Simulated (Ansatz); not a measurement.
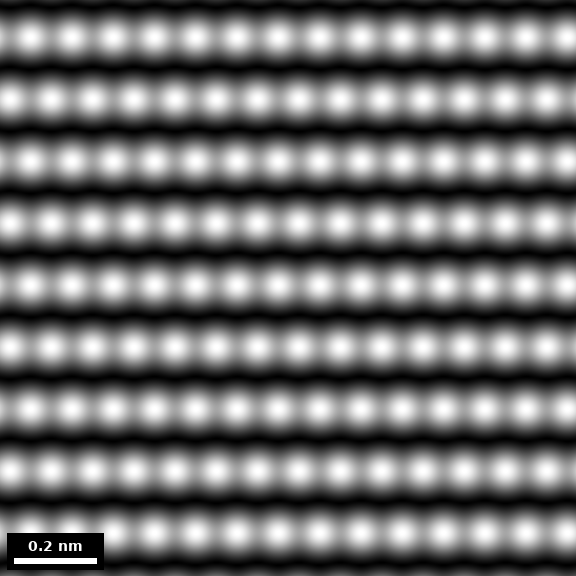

iDPC-like image of SiN (Fm-3m, No. 225) along [221]. Simulated as the projected potential of neutral atoms (B = 0.5 Å²) blurred by a 0.51 Å probe, the thin-sample limit of integrated differential phase contrast. The display is stretched by a gamma of 0.65; percentages refer to the linear signal. Model: the geometry relaxed with DFT PBE, scalar-relativistic, plane waves, PAW in Ansatz 0.2.0; the starting structure was generated, so it need not be a known form of this composition.

**Interpret the image.**

The columns repeat on a centred rectangular net of 1.00 × 3.01 Å (plane group c2mm). All columns are alike (Si + N). The shortest distance between visible columns is 1.00 Å in projection. Along the beam the structure repeats every 12.78 Å.
